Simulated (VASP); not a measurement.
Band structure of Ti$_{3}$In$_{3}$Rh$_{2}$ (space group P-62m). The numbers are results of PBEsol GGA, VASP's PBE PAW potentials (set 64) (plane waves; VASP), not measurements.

Unless said otherwise, spin-orbit coupling is left out, though it shifts the bands of the heavy elements here.

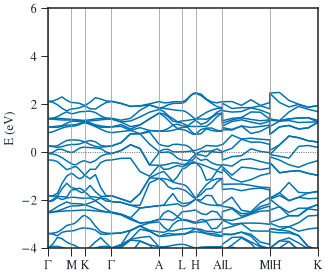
Bands along high-symmetry lines, zero at the valence-band maximum or, without a gap, the Fermi level

**Question.** Read the plot: is there a gap, and where are the band edges?

**Answer.** It has no gap at this level: it comes out as a metal or semimetal.

The structure comes from a computed database's Ti3In3Rh2 entry; how it stands against other phases isn't given here. The cell was not relaxed at this level. The k-mesh is coarse (spacing up to 0.34 per Å, 2π included), so the numbers may not be converged in it. The electron count is odd and the run is not spin-polarised, which forces a metal.
